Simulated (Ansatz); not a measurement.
Input file:

```
crystal:
  periodic: [false, false, false]
  atoms:
    - { symbol: Si, position_ang: [-1.533063, -0.714544, 0.931455] }
    - { symbol: F, position_ang: [-0.496288, 0.291619, 1.729605] }
    - { symbol: H, position_ang: [-1.829906, -0.205919, -0.415457] }
    - { symbol: H, position_ang: [-2.751409, -0.711672, 1.791228] }
    - { symbol: O, position_ang: [-0.92289, -2.247765, 0.833296] }
    - { symbol: H, position_ang: [1.2481, 0.174817, 0.424075] }
    - { symbol: "N", position_ang: [1.081713, 0.079689, -0.575544] }
    - { symbol: C, position_ang: [1.127437, 1.396104, -1.214632] }
    - { symbol: H, position_ang: [-1.066913, -2.794941, 1.61928] }
    - { symbol: H, position_ang: [1.815212, -0.520494, -0.945831] }
    - { symbol: H, position_ang: [0.912223, 1.287355, -2.283253] }
    - { symbol: H, position_ang: [2.079176, 1.94457, -1.109516] }
    - { symbol: H, position_ang: [0.336807, 2.021081, -0.784905] }
magnetization:
  spin_polarized: true
basis:
  gaussian: { orbitals: "6-31G*" }
hamiltonian:
  xc: b3lyp
relax:
  f_tol: 0.03
  max_steps: 50
output:
  orbitals: {}
```

Command:

```sh
ansatz run input.yaml --threads 4 --pin off --max-ram 5120MiB --backend cpu --events-out ev --progress --plain --runs-dir out
```

The fields are those of the run's last geometry, not of the input's.

Level of theory: Ansatz 0.2.0, UKS B3LYP/6-31G*.

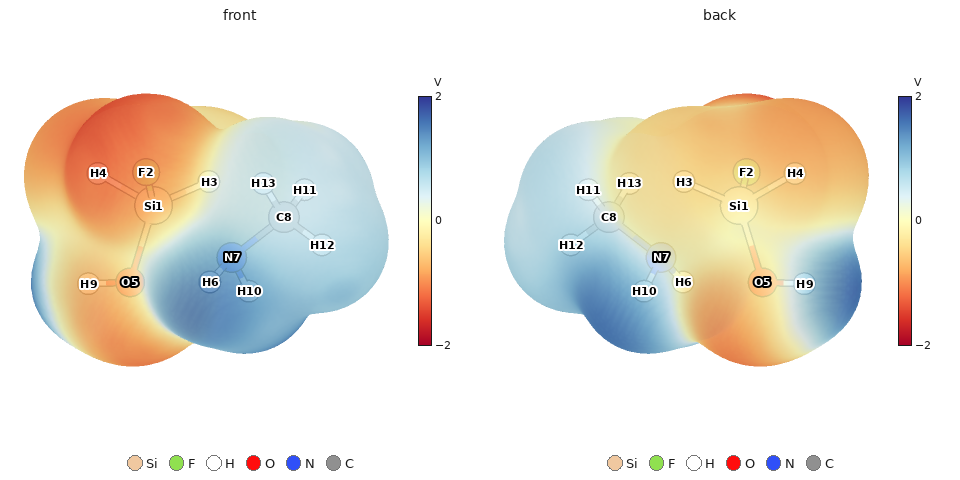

FH3OSi···CH5N. The molecular electrostatic potential painted on the density surface at 0.001 e/bohr³, seen from the front and from behind; the colour scale runs from red (negative) to blue (positive).

### Where is the surface potential most negative and most positive?

The most negative region (about −1.4 V) lies over F2, the most positive (about +1.6 V) over H9 and H10.
